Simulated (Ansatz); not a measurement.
# Amorphous Si₂₄O₅₁Sb₂

Preparation: random packing, a CHGNet melt and quench, and a DFT relaxation. O atoms were pushed apart under 1.9 Å during the dynamics, to hinder bonds among them. The hot cell started wider than the set density and was brought back towards it in steps. It is the lowest in DFT energy of 2 quenches. It is a model cell: composition and starting density were chosen by hand, and all elements were melted together. No dispersion term was used.

Methods: PBE, scalar-relativistic without spin-orbit coupling (Ansatz, a first-principles code); r2SCAN, scalar-relativistic without spin-orbit coupling (Ansatz); HSE06, scalar-relativistic without spin-orbit coupling (Ansatz). Geometry, pressure, stress and energy are those of the PBE run. Its sampling: a 2×2×2 Γ-centred mesh; Fermi-Dirac width 0.02 eV; no spin polarisation. Other functionals are single points at the zone centre (r2SCAN at 500 eV; exact exchange cut at the cell's faces), free to take moments where seeds were set. At PBE the levels at both edges of the gap are localised (band-tail or defect states), and the nearest spread-out levels lie 4.7 eV apart at the zone centre.

```json
{
  "number_of_atoms_in_the_cell": "77",
  "Density (held, not predicted)": "2.45 g/cm^3",
  "volume_per_atom": "15.25 Å^3",
  "Pressure on a 2×2×2 Γ-centred mesh": "-0.69 GPa",
  "Largest force and stress component on that mesh (the relaxation ran on the zone centre alone)": "0.03 eV/Å and 0.7 GPa",
  "Gap between localised states on a 2×2×2 Γ-centred mesh (PBE)": "1.15 eV",
  "Gap between localised states at the zone centre (PBE)": "1.17 eV",
  "Gap between localised states at the zone centre (r2SCAN)": "1.52 eV",
  "Gap between localised states at the zone centre (HSE06)": "2.59 eV"
}
```

Neighbours within Si-Si 2.60 Å, Si-O 1.92 Å, Si-Sb 2.92 Å, O-O 1.58 Å, O-Sb 2.46 Å, Sb-Sb 3.25 Å count as bonded. Two cations that share two anions don't count as bonded, nor two that share one unless they lie closer than Si-Si 2.38 Å, Si-Sb 2.68 Å, Sb-Sb 2.97 Å.

- Mean coordination of Si by anions: 4.00 (24 with 4)
- Mean coordination of O: 2.00 (1 with 1, 49 with 2, 1 with 3)
- Mean coordination of Sb by anions: 3.00 (2 with 3)
- Mean Si-O bond: 1.640 Å (spread 0.026 Å, 96 counted)
- Mean O-Sb bond: 2.037 Å (spread 0.149 Å, 6 counted)

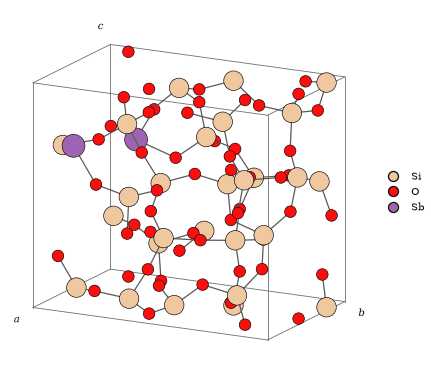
The relaxed cell

Its density started from a set value of 2.45 g/cm³. The quench (nominally 400 K/ps over its main leg) was far faster than any real one, so the model tends to hold more defects than a real film. Values belong to this one cell and scatter from quench to quench. The volume was held where the preparation left it and the shape relaxed, at a PBE pressure of -0.7 GPa (tension). Stress components on the final sampling reach 0.7 GPa.
